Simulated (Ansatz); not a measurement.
# [NO2]+ (SMILES O=[N+]=O): levels of theory compared

We compute a comparison of 6 runs (B2PLYP/STO-3G, B3LYP/STO-3G, UPBE/STO-3G, r2SCAN/STO-3G, CCSD/STO-3G, FCI/STO-3G) of [NO2]+. 

The calculation is run with Ansatz 0.2.0.

12 further runs of the same task are left out: 10 that didn't finish, 2 set aside as unsound or not needed.

## 1. The system as given

[NO2]+ has 3 atoms, charge +1, and is taken as a singlet. As SMILES, `O=[N+]=O`. The N2–O1 distance was set to 1.665 Å, away from the relaxed value.

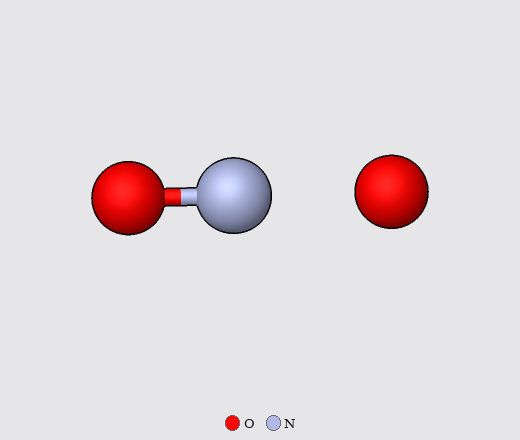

Viewed from a chosen angle; oxygen red, nitrogen light blue.

## 2. A single-point energy at B2PLYP/STO-3G (run 1)

Input file in.yaml:

```yaml
crystal:
  periodic: [false, false, false]
  atoms:
    - {symbol: O, position_ang: [-0.859484, 1.390565, -0.314377]}
    - {symbol: "N", position_ang: [-0.000010, -0.000010, -0.000000]}
    - {symbol: O, position_ang: [0.572990, -0.927010, 0.209580]}
basis:
  gaussian:
    orbitals: STO-3G
correlation:
  frozen_orbitals: {"N": 1, O: 1}
hamiltonian:
  xc: {name: B2PLYP}
accuracy: high
total_charge: 1
```

Launch:

```bash
ansatz run in.yaml --threads 1 --pin off --max-ram 3480MiB --events-out events.jsonl --progress --plain --runs-dir runs
```

Output:

```text
Warning: RAYON_NUM_THREADS=1 ignored (pool sized by the plan → 1); use --threads N
Functional definition: B2PLYP
  name "B2PLYP"
  parameter a = 0.53
  parameter c = 0.27
  exchange = (1 - a)*b88_x + a*exact_x
  correlation = (1 - c)*lyp_c + c*(mp2_os + mp2_ss)
245 factors; integrals over basis functions are off by at most 2.3e-8 eV
mean field evaluation 1: about -5477.0210 eV, gradient 4.1e1 eV
mean field evaluation 2: about -5477.0086 eV, gradient 4.1e1 eV
mean field evaluation 4: about -5475.8936 eV, gradient 4.8e1 eV
mean field evaluation 8: about -5483.0600 eV, gradient 5.0e0 eV
mean field evaluation 16: about -5483.1579 eV, gradient 2.9e-4 eV
mean field evaluation 32: about -5447.1124 eV, gradient 3.9e1 eV
mean field -5483.15794612 eV, -201.5023379021 hartree, gradient 3.7e-8 eV, S^2 0.000000; 0 other end points of the search recorded, 0 dependent functions left out; unrestricted orbitals would lower it
3 core orbitals not correlated: weight in the atoms' cores, before any rotation towards them, 1.000 or more for the frozen orbitals, at most 0.000 for the correlated occupied ones
reference -5483.15795625 eV, -201.5023382743 hartree; 8, 8 occupied and 4, 4 virtual orbitals, 245 factors
second order -10.79496811 eV of doubles, -0.00000000 eV of singles
Total energy: -5486.07259764 eV, -201.6094493697 hartree
```

Run time: 1.3 s. Hardware: 1 thread of Intel Xeon Platinum 8488C (Sapphire Rapids), shared host.

## 3. The energy at B3LYP/STO-3G (run 2)

Input file job.yaml:

```yaml
basis:
  gaussian:
    orbitals: STO-3G
crystal:
  periodic: [false, false, false]
  atoms:
    - {symbol: O, position_ang: [-0.859484, 1.390565, -0.314377]}
    - {symbol: "N", position_ang: [-0.000010, -0.000010, -0.000000]}
    - {symbol: O, position_ang: [0.572990, -0.927010, 0.209580]}
total_charge: 1
hamiltonian:
  xc: {name: B3LYP}
accuracy: high
```

Launch:

```bash
ansatz run job.yaml --threads 1 --pin off --max-ram 3480MiB --events-out events.jsonl --progress --plain --runs-dir runs
```

Output:

```text
Warning: RAYON_NUM_THREADS=1 ignored (pool sized by the plan → 1); use --threads N
Functional definition: B3LYP
  name "B3LYP"
  parameter a0 = 0.2
  parameter ax = 0.72
  parameter ac = 0.81
  exchange = (1 - a0 - ax)*slater_x + ax*b88_x + a0*exact_x
  correlation = (1 - ac)*vwn_rpa_c + ac*lyp_c
245 factors; integrals over basis functions are off by at most 2.3e-8 eV
mean field evaluation 1: about -5486.9703 eV, gradient 3.5e1 eV
mean field evaluation 2: about -5346.6060 eV, gradient 1.1e2 eV
mean field evaluation 4: about -5472.0583 eV, gradient 7.2e1 eV
mean field evaluation 8: about -5491.9243 eV, gradient 6.1e-3 eV
mean field evaluation 16: about -5491.8935 eV, gradient 4.4e-9 eV
mean field -5491.89353501 eV, -201.8233648723 hartree, gradient 6.2e-9 eV, S^2 0.000000; 0 other end points of the search recorded, 0 dependent functions left out
reference -5491.89355068 eV, -201.8233654484 hartree; 11, 11 occupied and 4, 4 virtual orbitals, 245 factors
Total energy: -5491.89355068 eV, -201.8233654484 hartree
```

Run time: 1 s. Hardware: 1 thread of Intel Xeon Platinum 8488C (Sapphire Rapids), shared host.

Runs 3 to 5 aren't shown in full; the table further down has their settings and results.

## 4. A single-point energy at FCI/STO-3G (run 6)

Input file molecule.yaml:

```yaml
crystal:
  periodic: [false, false, false]
  atoms:
    - {symbol: O, position_ang: [-0.859484, 1.390565, -0.314377]}
    - {symbol: N, position_ang: [-0.000010, -0.000010, -0.000000]}
    - {symbol: O, position_ang: [0.572990, -0.927010, 0.209580]}
basis:
  gaussian: {orbitals: STO-3G}
total_charge: 1
correlation: {method: fci, frozen_orbitals: {"N": 1, O: 1}}
accuracy: high
```

Launch:

```bash
ansatz run molecule.yaml --threads 1 --pin off --max-ram 3480MiB --events-out events.jsonl --progress --plain --runs-dir runs
```

Output (excerpt; [...] marks lines left out):

```text
Warning: RAYON_NUM_THREADS=1 ignored (pool sized by the plan → 1); use --threads N
Functional definition: HF
  name "HF"
[...]
245 factors; integrals over basis functions are off by at most 2.3e-8 eV
[...]
mean field -5466.10024155 eV, -200.8754788212 hartree, gradient 7.7e-8 eV, S^2 0.000000; 3 other end points of the search recorded, 0 dependent functions left out; unrestricted orbitals would lower it
3 core orbitals not correlated: weight in the atoms' cores, before any rotation towards them, 1.000 or more for the frozen orbitals, at most 0.000 for the correlated occupied ones
reference -5466.10024155 eV, -200.8754788212 hartree; 8, 8 occupied and 4, 4 virtual orbitals, 245 factors
state -5473.75569980 eV, -201.1568117227 hartree
Total energy: -5473.75569980 eV, -201.1568117227 hartree
```

Wall time 1 s (1 thread of Intel Xeon Platinum 8488C (Sapphire Rapids), shared host).

## 5. The series

```tsv
run	level	frozen core orbitals	energy (Eh)	wall time
1	B2PLYP/STO-3G	3	-201.609449	1.3 s
2	B3LYP/STO-3G	–	-201.823365	1 s
3	UPBE/STO-3G	–	-201.672563	34 s
4	r2SCAN/STO-3G	–	-201.789985	1.3 s
5	CCSD/STO-3G	3	-201.117748	0.18 s
6	FCI/STO-3G	3	-201.156812	1 s
```

## 6. Summary of results

| quantity | value |
| --- | --- |
| run 6: total energy | -201.15681 Eh |
| run 6: correlation energy (3 core orbitals frozen) | -281.3 mEh |

In words: Against full CI in this basis: CCSD +39.1 mEh. Totals of different functionals can't be ranked against each other. In run 5 the T1 diagnostic is large, so a single reference may not serve. In runs 1, 5 the log says that unrestricted orbitals would lower the reference, so the values rest on an unstable closed-shell determinant (other closed-shell runs at this shape may share the fault). In runs 1, 2, 3, 4, 5, 6 the basis is minimal, so the values are rough. Spin contamination of the reference: run 3 ⟨S²⟩ = 0.23. All runs together took 39 s, the longest 34 s.
